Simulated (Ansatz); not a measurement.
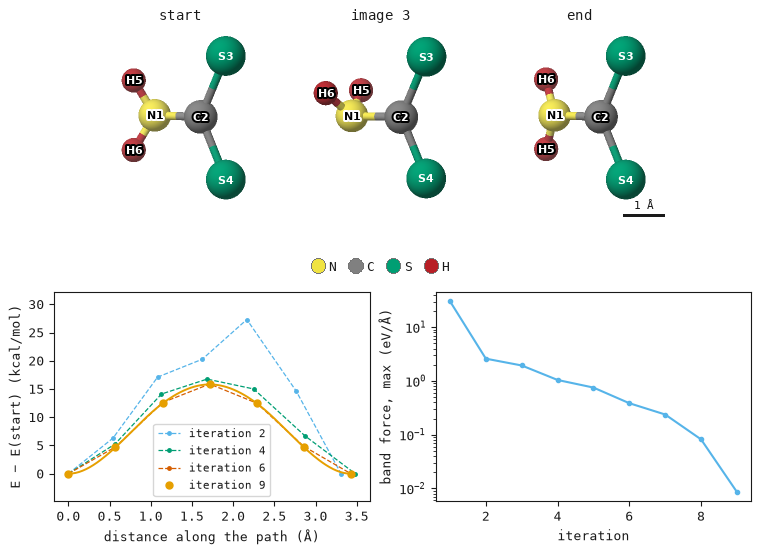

NEB run on CH2NS2 (charge −1). Images are numbered from 0 (start) to 6 (end). The plot follows the band through its iterations. Style: ball-and-stick. Shown from a free direction.

The calculation used RKS PBE0/6-31G* (Ansatz 0.2.0).

Input file:
```yaml
crystal:
  periodic: [false, false, false]
  atoms:
    - { symbol: "N", position_ang: [-0.621975, 0.457201, 0.193782] }
    - { symbol: C, position_ang: [0.541511, -0.203014, -0.136321] }
    - { symbol: S, position_ang: [1.457092, -0.795085, 1.176898] }
    - { symbol: S, position_ang: [0.892301, -0.300013, -1.80393] }
    - { symbol: H, position_ang: [-0.975413, 0.281037, 1.124237] }
    - { symbol: H, position_ang: [-1.293526, 0.559874, -0.554667] }
total_charge: -1
basis:
  gaussian: { orbitals: "6-31G*" }
hamiltonian:
  xc: pbe0
neb:
  order_check: false
  images: 5
  f_tol: 0.05
  max_iterations: 60
  final_atoms:
    - { symbol: "N", position_ang: [-0.76208066, 0.15323758, 0.16984542] }
    - { symbol: C, position_ang: [0.5141359, -0.26272985, -0.14105412] }
    - { symbol: S, position_ang: [1.47927639, -0.74642473, 1.18105351] }
    - { symbol: S, position_ang: [0.91438621, -0.2512663, -1.80029698] }
    - { symbol: H, position_ang: [-1.23192391, 0.69301095, -0.54422423] }
    - { symbol: H, position_ang: [-0.91380393, 0.41417235, 1.13467541] }
  initial_path:
    images:
      - { positions_ang: [[-0.621975, 0.457201, 0.193782], [0.541511, -0.203014, -0.136321], [1.457092, -0.795085, 1.176898], [0.892301, -0.300013, -1.80393], [-0.975413, 0.281037, 1.124237], [-1.293526, 0.559874, -0.554667]] }
      - { positions_ang: [[-0.64608292, 0.42817845, 0.15046201], [0.53457579, -0.20915585, -0.15568945], [1.36057811, -0.91312532, 1.13072946], [0.99291834, -0.16754717, -1.76670076], [-0.88013743, 0.56819778, 0.98731964], [-1.36186188, 0.29345211, -0.34612191]] }
      - { positions_ang: [[-0.67019084, 0.39915591, 0.10714203], [0.52764057, -0.21529771, -0.17505789], [1.26406422, -1.03116564, 1.08456092], [1.09353567, -0.03508133, -1.72947152], [-0.78486187, 0.85535856, 0.85040227], [-1.43019777, 0.02703021, -0.13757681]] }
      - { positions_ang: [[-0.69429875, 0.37013336, 0.06382204], [0.52070536, -0.22143956, -0.19442634], [1.16755034, -1.14920596, 1.03839238], [1.19415301, 0.0973845, -1.69224227], [-0.6895863, 1.14251934, 0.71348491], [-1.49853365, -0.23939168, 0.07096828]] }
      - { positions_ang: [[-0.71689272, 0.29783477, 0.09916317], [0.51851554, -0.23520299, -0.1766356], [1.27145902, -1.01494555, 1.08594609], [1.10089741, -0.01883243, -1.72826051], [-0.8703655, 0.99268321, 0.29424853], [-1.30362374, -0.021537, 0.42553732]] }
      - { positions_ang: [[-0.73948669, 0.22553617, 0.13450429], [0.51632572, -0.24896642, -0.15884486], [1.3753677, -0.88068514, 1.1334998], [1.00764181, -0.13504937, -1.76427874], [-1.05114471, 0.84284708, -0.12498785], [-1.10871384, 0.19631767, 0.78010637]] }
      - { positions_ang: [[-0.76208066, 0.15323758, 0.16984542], [0.5141359, -0.26272985, -0.14105412], [1.47927639, -0.74642473, 1.18105351], [0.91438621, -0.2512663, -1.80029698], [-1.23192391, 0.69301095, -0.54422423], [-0.91380393, 0.41417235, 1.13467541]] }
```

Run as
```bash
ansatz run input.yaml --threads 1 --pin off --max-ram 2048MiB --backend cpu --events-out ev --progress --plain --runs-dir out
```

Judge this run.

Answer. The result is final at these settings. The band converged in 9 iterations. The largest component of the band force went from 30 to 0.0086 eV/Å. The climbing image converged on the top of the path. Its vibrational analysis gives one imaginary mode (393i cm⁻¹), as a transition state must have. The first iteration put the highest image at 176.8 kcal/mol. The barrier is about 15.8 kcal/mol in both directions, with image 3 at the top; the ends have the same energy.

Limits of the set-up: the basis has no diffuse functions, which an anion needs.

The run took 2.2 min on 1 thread of Intel(R) Xeon(R) Processor @ 2.70GHz (shared host), peak memory 0.15 GiB.
